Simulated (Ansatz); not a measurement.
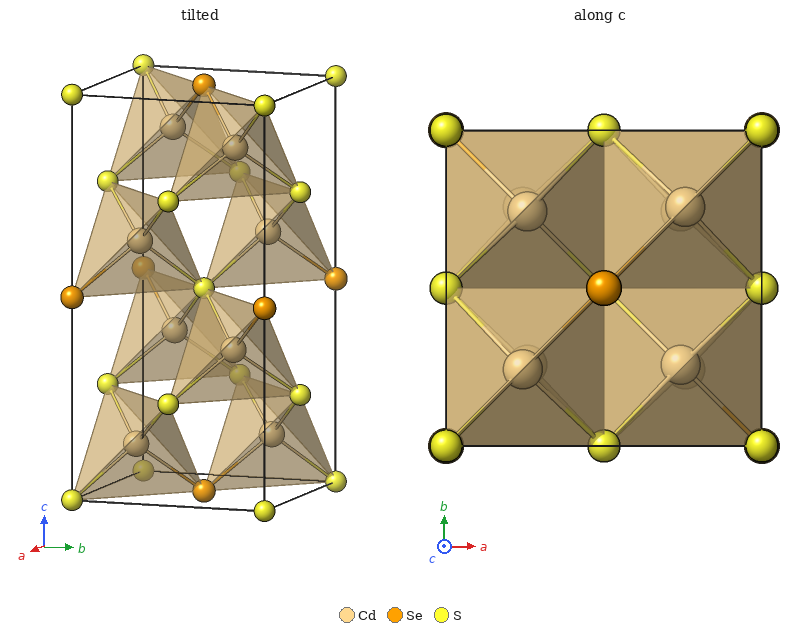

The figure gives a polyhedral picture of the atoms, viewed slightly off an axis and along the c axis. The edges of the conventional unit cell are marked.

Cd4SeS3, space group I-42m (No. 121), a = 5.993 Å, b = 5.993 Å, c = 11.978 Å, α = 90.00°, β = 90.00°, γ = 90.00°. Provenance: a structure type filled with these elements by a generator (whether the compound takes this form wasn't checked). Earlier steps of the study may have refined or changed the cell and positions. Ansatz was used for an electronic-structure calculation on it.

This one geometry was computed with Ansatz (DFT, plane waves, PAW) at three levels of theory: r2SCAN, PBE and LDA.

Q: Which level gives the highest pressure at this volume, and what does that say about its equilibrium volume?

A: Highest: PBE (0.0 GPa), which points to the largest equilibrium volume. Lowest, with the smallest volume: LDA (-4.7 GPa). Levels within 0.5 GPa of each other can't be told apart.

Q: How does the band gap change with the level of theory?

A: LDA: a gap of 0.61 eV, direct; PBE: a gap of 0.89 eV, direct; r2SCAN: a gap of 1.34 eV, direct.

Q: Collect the results in a table.

A:
| level | cutoff (eV) | k-mesh of the run's cell | gap (eV) | pressure (GPa) |
| --- | --- | --- | --- | --- |
| r2SCAN | 500 | 6×6×6 | 1.34 | -1.4 |
| PBE | 420 | 6×6×6 | 0.89 | 0.0 |
| LDA | 420 | 6×6×6 | 0.61 | -4.7 |

Gaps are taken on the k-mesh or band path of each run.
